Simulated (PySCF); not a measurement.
C$_{4}$H$_{10}$P$_{2}$S, SMILES `C/C=C\[PH](=S)CP`.

PySCF calculation, PBE0/6-31+G*, gas phase; geometry: GFN2-xTB. No frequency check shows the geometry to be a minimum. GFN2-xTB bond lengths at metals and heavier atoms can be off by up to 0.1 Å and shapes distorted, which carries into these values.

Coordinates in Å:

```
C1       2.8550   -1.3289    0.5234
C2       2.7983   -0.0940   -0.2999
C3       1.7283    0.6657   -0.5098
P4       0.0741    0.4643    0.1893
S5      -0.9670    2.0874    0.1469
C6      -0.6634   -0.9880   -0.6849
P7      -2.3240   -1.4970   -0.0061
H8       3.1404   -2.1749   -0.1024
H9       1.9000   -1.5453    0.9953
H10      3.6185   -1.2251    1.2942
H11      3.7331    0.1872   -0.7718
H12      1.7887    1.5550   -1.1284
H13      0.2812   -0.0696    1.4673
H14      0.0212   -1.8401   -0.6459
H15     -0.7903   -0.7054   -1.7368
H16     -1.9374   -1.4144    1.3361
H17     -2.8438   -0.2038    0.0200
```

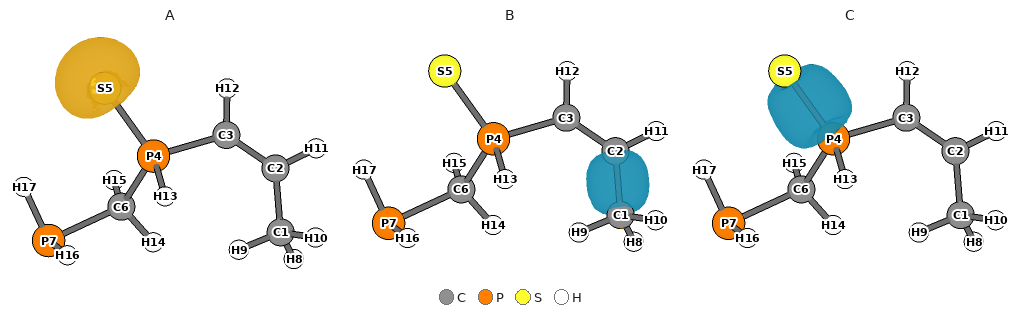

Intrinsic bond orbitals (IBO), occupied; each surface holds about 70 % of the orbital's density. Energies are diagonal elements of the Fock matrix.

**Identify each orbital.**

By panel:
- A: lone pair on S5 (s-type) (S5 100 %; −14.5 eV)
- B: σ bond C2–C1 (C2 50 %, C1 50 %; −16.2 eV)
- C: σ bond P4–S5 (P4 51 %, S5 48 %; −16.2 eV)
